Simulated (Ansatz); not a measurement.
```yaml
atoms:
  - { symbol: Si, position_ang: [0.6430, -1.0225, -0.3174] }
  - { symbol: Ge, position_ang: [-1.8832, -1.2721, 0.0971] }
  - { symbol: Ge, position_ang: [1.3308, 1.2110, -1.3915] }
  - { symbol: Ge, position_ang: [-0.9482, -0.0123, -2.0675] }
  - { symbol: Ge, position_ang: [-0.1820, -0.8275, 2.1110] }
  - { symbol: Ge, position_ang: [1.8043, 0.7072, 1.1909] }
  - { symbol: Ge, position_ang: [-0.7647, 1.2161, 0.3775] }
```

Geometry: B3LYP-D4/def2-SVP.

The calculation used RKS PBE0-D4/def2-TZVP in Ansatz 0.2.0.

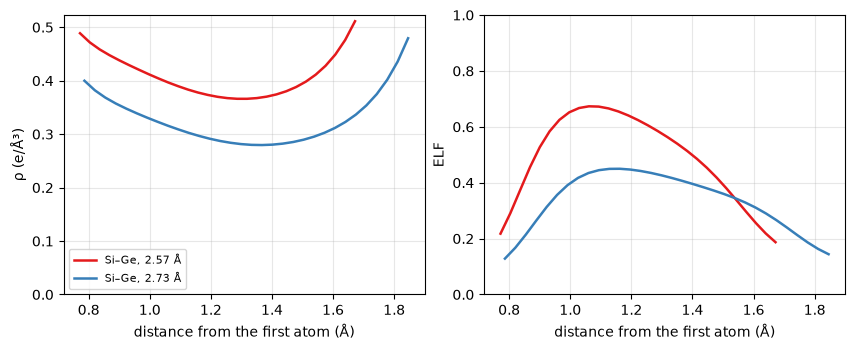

Ge6Si. Electron density and ELF along straight lines between neighbouring atoms. The curves leave out the atomic cores.

### What can be read from the curves?

Si–Ge (2.57 Å): ρ at the midpoint is about 0.37 e/Å³; the ELF peaks at about 0.65 in the valence shell of Si, 1.1 Å from its nucleus, and is about 0.60 at the midpoint.
Si–Ge (2.73 Å): ρ is about 0.28 e/Å³ halfway; the ELF is about 0.40 at the midpoint.
